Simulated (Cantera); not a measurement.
Input: 1 mol SiH2Cl2, a varied amount of O2, held at 1198.15 K and 1.00 bar.

These are equilibrium values from Cantera (NASA tables, ideal gas, pure condensed phases), not measurements of a reactor. Candidate condensed phases: H2O, Si, SiO2; 30 gas species. Mutual solubility and eutectic melting of coexisting phases are not modelled. The tables' values for SiCl3 are old estimates; treat these amounts as uncertain. The tables hold silica as quartz up to 1696 K and as liquid above; real silica turns to tridymite and cristobalite and melts near 1996 K. Equilibrium is a limit: real reactors are often held back by kinetics, nucleation or transport.

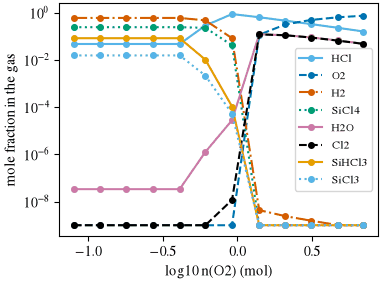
Equilibrium gas composition (values under 1e-9 drawn at 1e-9)

Q: Read off the mole fractions at 7 mol O2.

A: O2 about 0.74, HCl about 0.16, H2O about 0.048, Cl2 about 0.048.
